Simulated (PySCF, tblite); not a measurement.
# C₆H₁₀OSi: geometry, infrared bands and NMR shifts

Aim: predict the infrared bands and NMR shifts of C₆H₁₀OSi (`CO[Si]1(C)C=CC=C1`).

Computed with tblite 0.8.0 and PySCF 2.14.0, with density-fitted response routines of our own, on a single molecule in the gas phase. Atoms count from 0, in the outputs and in this text.

### 1 Starting geometry

18 atoms, charge 0, multiplicity 1; geometry from: force field or distance geometry start.

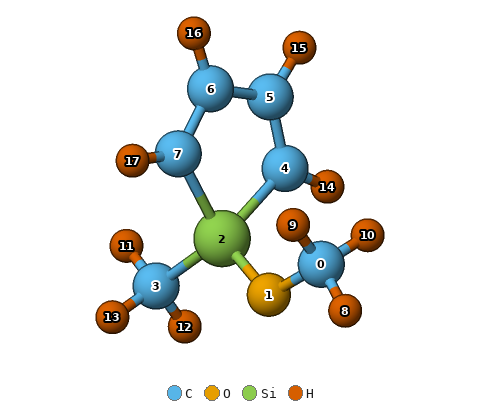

The starting geometry (carbon blue, oxygen amber, silicon green, hydrogen orange), atoms numbered.

### 2 Geometry optimisation with GFN2-xTB

The job: settings as JSON, then the geometry in Å.

```
{"job": {"kind": "relax", "xc": "GFN2-xTB", "basis": "xTB"}, "charge": 0, "multiplicity": 1}
C      2.395000     0.507200     0.500200
O      1.743900    -0.648200    -0.013000
Si     0.111400    -0.660300    -0.221300
C     -0.591400    -2.225200    -0.893900
C     -0.532100     0.858100    -1.148700
C     -1.313000     1.625200    -0.371700
C     -1.488600     1.139900     0.984100
C     -0.849200    -0.010800     1.276300
H      3.464200     0.300200     0.571100
H      2.026000     0.757800     1.511300
H      2.251600     1.362400    -0.174000
H     -1.680300    -2.177400    -1.007700
H     -0.163900    -2.474300    -1.851200
H     -0.374900    -3.070600    -0.215500
H     -0.272300     1.045500    -2.185300
H     -1.780500     2.546100    -0.684700
H     -2.096900     1.684500     1.702400
H     -0.857900    -0.553600     2.209800
```

Launch:

```console
$ OMP_NUM_THREADS=1 python probes_run.py task.json out
```

This one command runs all jobs of the session in turn.

The program printed:

```text
step      E/eV     max force
  0    -644.67887    1.603
  1    -644.74693    0.502
  2    -644.76530    0.495
  3    -644.79069    0.452
  4    -644.81359    0.479
  5    -644.82791    0.266
  6    -644.83427    0.170
  7    -644.83791    0.133
  8    -644.84052    0.129
  9    -644.84273    0.110
 10    -644.84458    0.103
 11    -644.84631    0.130
 12    -644.84900    0.180
 13    -644.85328    0.194
 14    -644.85903    0.178
 15    -644.86478    0.152
 16    -644.86965    0.193
 17    -644.87401    0.237
 18    -644.87832    0.221
 19    -644.88217    0.152
 20    -644.88525    0.131
 21    -644.88814    0.137
 22    -644.89134    0.159
 23    -644.89408    0.110
 24    -644.89539    0.058
 25    -644.89580    0.046
 26    -644.89606    0.042
 27    -644.89645    0.053
 28    -644.89697    0.070
 29    -644.89746    0.060
 30    -644.89782    0.040
 31    -644.89810    0.038
 32    -644.89835    0.032
 33    -644.89857    0.037
 34    -644.89875    0.031
 35    -644.89890    0.039
 36    -644.89905    0.035
 37    -644.89916    0.022
 38    -644.89923    0.022
 39    -644.89926    0.019
 40    -644.89930    0.015
 41    -644.89936    0.019
 42    -644.89942    0.020
 43    -644.89948    0.016
 44    -644.89952    0.016
 45    -644.89958    0.018
 46    -644.89966    0.021
 47    -644.89974    0.021
 48    -644.89980    0.017
 49    -644.89986    0.018
 50    -644.89992    0.022
 51    -644.90001    0.027
 52    -644.90014    0.034
 53    -644.90027    0.035
 54    -644.90042    0.036
 55    -644.90060    0.038
 56    -644.90085    0.041
 57    -644.90112    0.047
 58    -644.90133    0.037
 59    -644.90146    0.021
 60    -644.90153    0.017
 61    -644.90158    0.013
 62    -644.90161    0.011
 63    -644.90162    0.007
```

Wall time 0.4 s (1 thread of Arm Neoverse V2, shared host).

Relaxation path: (not every step is listed)

```csv
step,energy from step 0 (eV),largest force (eV/Å)
0,0.0000,1.6028
1,-0.0681,0.5019
2,-0.0864,0.4955
3,-0.1118,0.4515
4,-0.1347,0.4790
5,-0.1490,0.2660
6,-0.1554,0.1705
7,-0.1590,0.1332
8,-0.1617,0.1293
13,-0.1744,0.1937
18,-0.1995,0.2213
23,-0.2152,0.1105
28,-0.2181,0.0696
33,-0.2197,0.0370
38,-0.2204,0.0216
43,-0.2206,0.0162
48,-0.2209,0.0175
53,-0.2214,0.0348
58,-0.2225,0.0371
59,-0.2226,0.0210
60,-0.2227,0.0167
61,-0.2227,0.0127
62,-0.2227,0.0111
63,-0.2228,0.0071
```

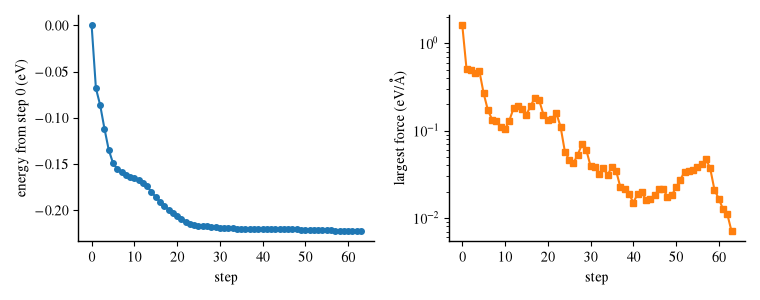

Energy and largest force along the relaxation.

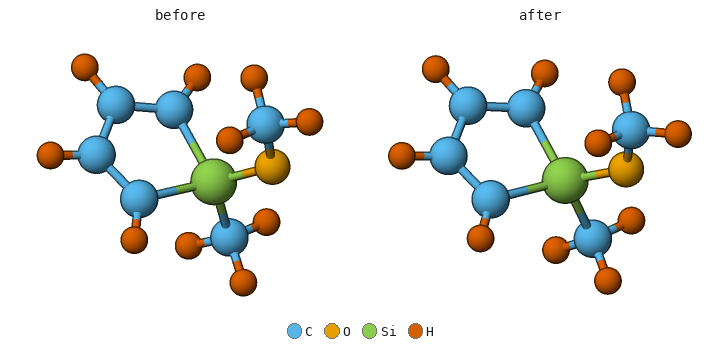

The geometry before (left) and after (right).

Close pairs (by a distance rule), those that changed most:

```csv
bond,before (Å),after (Å),change (Å)
Si2–C3,1.843,1.890,+0.047
C0–O1,1.422,1.399,-0.023
C3–H13,1.105,1.084,-0.022
C0–H9,1.105,1.092,-0.013
C3–H11,1.096,1.084,-0.012
C6–C7,1.348,1.337,-0.012
O1–Si2,1.646,1.634,-0.011
C5–C6,1.451,1.460,+0.009
```

The next job starts from the end point, and lists it.

### 3 Harmonic vibrations with GFN2-xTB

The job: settings as JSON, then the geometry in Å.

```
{"job": {"kind": "ir", "xc": "GFN2-xTB", "basis": "xTB"}, "charge": 0, "multiplicity": 1}
C      2.495706     0.350598     0.457496
O      1.637427    -0.646770    -0.016882
Si     0.015945    -0.549407    -0.197476
C     -0.446582    -2.252428    -0.874012
C     -0.631529     0.956797    -1.156356
C     -1.429764     1.680846    -0.365397
C     -1.610563     1.188411     0.996833
C     -0.959366     0.064351     1.312168
H      3.509117    -0.052008     0.447534
H      2.230114     0.640700     1.476508
H      2.450356     1.237455    -0.178472
H     -1.515661    -2.316915    -1.038017
H      0.053783    -2.444579    -1.816098
H     -0.161653    -3.034837    -0.180199
H     -0.439714     1.236074    -2.179442
H     -1.930726     2.589445    -0.670385
H     -2.242560     1.739509     1.679671
H     -1.033089    -0.380925     2.290869
```

The program printed:

```text
mode    cm-1     km/mol
  1      70.3      0.98
  2      76.9      0.07
  3      80.4      1.93
  4      87.8      0.12
  5     140.7      0.21
  6     142.8      0.41
  7     229.2     19.55
  8     257.6     12.16
  9     371.7     26.30
 10     415.5      0.82
 11     432.3     13.07
 12     624.7      8.86
 13     682.1     36.25
 14     708.6     35.93
 15     763.1     36.59
 16     777.7      0.38
 17     785.6      0.44
 18     818.3    107.77
 19     843.2    116.83
 20     870.3    199.20
 21     914.8      0.01
 22     924.5      0.46
 23     997.8     13.70
 24    1113.9      9.75
 25    1123.5      0.23
 26    1126.1    204.26
 27    1132.4      0.86
 28    1146.3     49.39
 29    1267.5      0.21
 30    1332.5      6.62
 31    1365.4      9.71
 32    1413.4      0.33
 33    1476.6      5.16
 34    1481.8      1.02
 35    1482.0      0.11
 36    1486.6      2.45
 37    1558.9     19.11
 38    1626.8      2.34
 39    2950.9     33.51
 40    2964.1     34.56
 41    2990.6     27.35
 42    3048.9     17.51
 43    3058.8    101.08
 44    3061.2     17.11
 45    3061.6     17.47
 46    3069.1     27.62
 47    3091.6      7.85
 48    3092.4     98.92
```

It took 0.6 s on 1 thread of Arm Neoverse V2, shared host.

Which atoms move in the most intense modes:

```csv
cm⁻¹,km/mol,atoms
763,36.6,"Si2 20 %, H11 12 %, O1 11 %"
818,107.8,"Si2 39 %, C3 27 %, H11 14 %"
843,116.8,"H13 20 %, H12 20 %, Si2 13 %"
870,199.2,"Si2 26 %, H11 22 %, C3 10 %, H12 10 %"
1126,204.3,"O1 49 %, C0 37 %"
1146,49.4,"H8 40 %, C0 18 %, O1 15 %, H10 12 %"
3059,101.1,"H16 45 %, H15 40 %"
3092,98.9,"H14 61 %, H17 28 %"
```

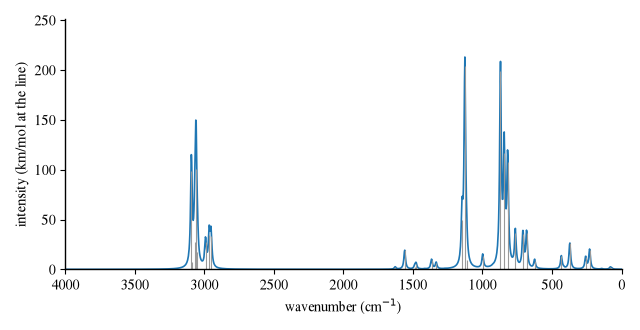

The infrared spectrum from these modes, unscaled. Lines are broadened to a width of 14 cm⁻¹ (Lorentzian).

### 4 Shielding tensors: PBE0/pcSseg-1

The job, as its differences from that of step 3:

```diff
@@ -1,2 +1,2 @@
-{"job": {"kind": "ir", "xc": "GFN2-xTB", "basis": "xTB"}, "charge": 0, "multiplicity": 1}
+{"job": {"kind": "nmr", "xc": "PBE0", "basis": "pcSseg-1"}, "charge": 0, "multiplicity": 1}
 C      2.495706     0.350598     0.457496
```

Method: GIAO PBE0/pcSseg-1 NMR shielding, non-relativistic, gas phase.

The program printed:

```text
coarse grid: 15432 points
cycle   1  E = -598.6705741628  dE =  1.047e+00  |g| = 7.462e-01  |ddm| = 3.861e+00
cycle   2  E = -598.5718041231  dE =  9.877e-02  |g| = 1.048e+00  |ddm| = 1.533e+00
cycle   3  E = -598.7814972427  dE = -2.097e-01  |g| = 1.526e-01  |ddm| = 1.037e+00
cycle   4  E = -598.7863711361  dE = -4.874e-03  |g| = 3.152e-02  |ddm| = 1.517e-01
cycle   5  E = -598.7865908341  dE = -2.197e-04  |g| = 1.109e-02  |ddm| = 3.452e-02
cycle   6  E = -598.7866144055  dE = -2.357e-05  |g| = 5.186e-03  |ddm| = 1.242e-02
cycle   7  E = -598.7866211872  dE = -6.782e-06  |g| = 3.899e-04  |ddm| = 4.571e-03
final grid: 144104 points
cycle   8  E = -598.8443983664  dE = -2.758e-05  |g| = 1.137e-02  |ddm| = 2.693e-02
cycle   9  E = -598.8443761077  dE =  2.226e-05  |g| = 1.586e-02  |ddm| = 1.871e-02
cycle  10  E = -598.8444251346  dE = -4.903e-05  |g| = 1.913e-03  |ddm| = 1.189e-02
cycle  11  E = -598.8444258898  dE = -7.552e-07  |g| = 1.601e-04  |ddm| = 1.706e-03
cycle  12  E = -598.8444258931  dE = -3.274e-09  |g| = 9.098e-05  |ddm| = 2.026e-04
cycle  13  E = -598.8444258948  dE = -1.733e-09  |g| = 4.050e-05  |ddm| = 1.004e-04
cycle  14  E = -598.8444258952  dE = -4.150e-10  |g| = 3.898e-06  |ddm| = 4.159e-05
converged SCF energy = -598.8444258952

GIAO shielding tensors (ppm)
atom      isotropic    diamagn.    paramagn.     s11        s22        s33       span
  0 C      133.608     243.240    -109.632    105.340    107.852    187.631     82.290
  1 O      329.182     397.117     -67.935    318.736    324.870    343.939     25.203
  2 Si     343.518     881.301    -537.783    333.449    335.658    361.445     27.996
  3 C      191.136     254.690     -63.554    180.382    191.793    201.235     20.854
  4 C       52.620     263.945    -211.325    -56.079     40.266    173.673    229.751
  5 C       31.599     255.925    -224.326    -93.691     42.100    146.387    240.078
  6 C       31.613     255.921    -224.309    -93.688     42.121    146.405    240.094
  7 C       52.597     263.963    -211.365    -56.103     40.233    173.662    229.765
  8 H       27.788      27.464       0.324     23.291     25.289     34.783     11.492
  9 H       28.028      29.607      -1.579     23.794     26.246     34.045     10.251
 10 H       28.027      29.602      -1.575     23.791     26.242     34.048     10.257
 11 H       32.006      30.542       1.464     27.375     29.183     39.460     12.085
 12 H       31.156      30.316       0.840     26.852     28.500     38.115     11.262
 13 H       31.158      30.323       0.835     26.853     28.507     38.114     11.260
 14 H       25.912      32.758      -6.846     23.851     26.697     27.187      3.337
 15 H       24.628      31.392      -6.765     21.858     24.192     27.833      5.975
 16 H       24.629      31.397      -6.767     21.855     24.193     27.840      5.986
 17 H       25.910      32.766      -6.856     23.843     26.698     27.189      3.346
```

It took 31 s on 1 thread of Arm Neoverse V2, shared host; peak memory 0.86 GiB.

Shifts follow as δ = σ(reference) − σ, with reference shieldings (ppm) from runs at the same level and on the same kind of geometry: 1H TMS 31.72, 13C TMS 186.9, 29Si TMS 349.2, 17O H2O 336.1. The references are single molecules in the gas phase, so shifts against H2O, NH3, PH3, H3PO4 or CFCl3 are not on the usual liquid scales and can be off by tens of ppm. Atoms listed in one row are averaged.

```csv
atoms,environment,σ (ppm),δ (ppm),δ scaled to CDCl3
"C5, C6",alkene CH,31.6,155.3,149.7
"C4, C7",alkene CH,52.6,134.3,129.2
C0,methyl carbon bonded to O,133.6,53.3,50.1
C3,methyl carbon bonded to Si,191.1,-4.2,-6.0
"H15, H16",hydrogen on an alkene CH,24.63,7.09,6.79
"H14, H17",hydrogen on an alkene CH,25.91,5.81,5.58
"H8, H9, H10",hydrogen on a methyl carbon bonded to O,27.95,3.77,3.66
"H11, H12, H13",hydrogen on a methyl carbon bonded to Si,31.44,0.28,0.37
O1,"oxygen bonded to C, Si",329.2,6.9,–
Si2,"silicon bonded to 3 C, O, in a 5-membered ring",343.5,5.6,–
```

The scaled column applies a straight-line fit of computed shieldings to shifts measured in CDCl3 (root-mean-square error 0.16 ppm for H, 1.9 ppm for C).

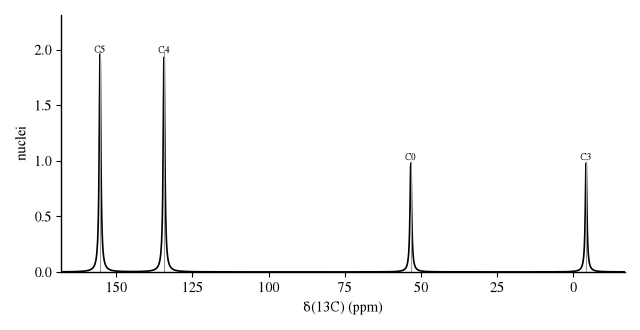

13C lines at the computed shifts, without couplings. Lines are broadened to a width of 0.64 ppm (Lorentzian).

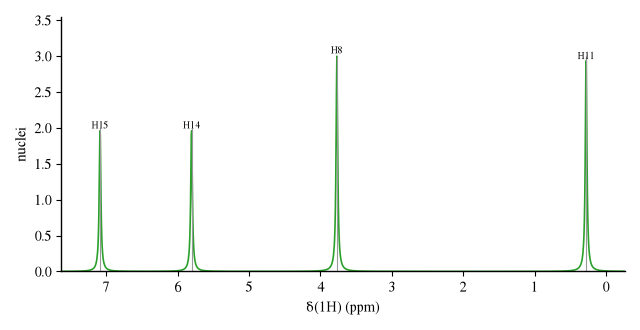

1H lines at the computed shifts, without couplings. Lines are broadened to a width of 0.03 ppm (Lorentzian).

Charges from the same density, by scheme (e):

```csv
atoms,Mulliken,IAO,Hirshfeld,ESP fit
C0,-0.01,-0.20,-0.04,-0.13
O1,-0.63,-0.62,-0.23,-0.45
Si2,1.25,1.25,0.44,1.07
C3,-0.62,-0.73,-0.21,-0.95
"C4, C7",-0.46,-0.47,-0.15,-0.50
"C5, C6",-0.10,-0.13,-0.04,-0.06
```

IAO charges:

C0 -0.20; O1 -0.62; Si2 1.25; C3 -0.73; C4 -0.47; C5 -0.13; C6 -0.13; C7 -0.47; H8 0.15; H9 0.13; H10 0.13; H11 0.16; H12 0.16; H13 0.16; H14 0.15; H15 0.15; H16 0.15; H17 0.15

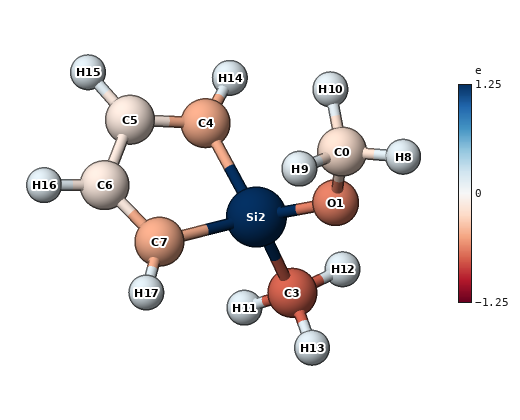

IAO charges, as colours on the atoms.

Mayer bond orders: C0–O1 0.90, O1–Si2 1.02, Si2–C3 0.97, Si2–C4 0.81, C4–C5 1.86, C5–C6 1.06, C6–C7 1.86, C7–Si2 0.81.

Ring of atoms Si2, C4, C5, C6, C7: NICS(0) 3.1, NICS(1) 0.0, NICS(1)zz 6.2 ppm (means of both faces).

### 5 Results

| quantity | value |
| --- | --- |
| strongest single infrared mode (GFN2-xTB) | 1126 cm⁻¹, 204 km/mol |
| zero-point energy (GFN2-xTB) | 89.4 kcal/mol |
| 13C shifts against TMS (PBE0/pcSseg-1, means over atoms taken as alike) | 155.3, 134.3, 53.3, -4.2 ppm |
| 1H shifts against TMS (PBE0/pcSseg-1, means over atoms taken as alike) | 7.09, 5.81, 3.77, 0.28 ppm |
| 17O shifts against H2O (PBE0/pcSseg-1) | 6.9 ppm |
| 29Si shifts against TMS (PBE0/pcSseg-1) | 5.6 ppm |

**Reading.** Over 63 steps the energy fell by 0.223 eV; of the close pairs, Si2–C3 changed most, 1.843 to 1.890 Å. No mode is imaginary among the 48: a minimum at this level. GFN2-xTB is a fitted tight-binding method: band positions and strengths are rough. Its intensities can rank the bands wrongly.
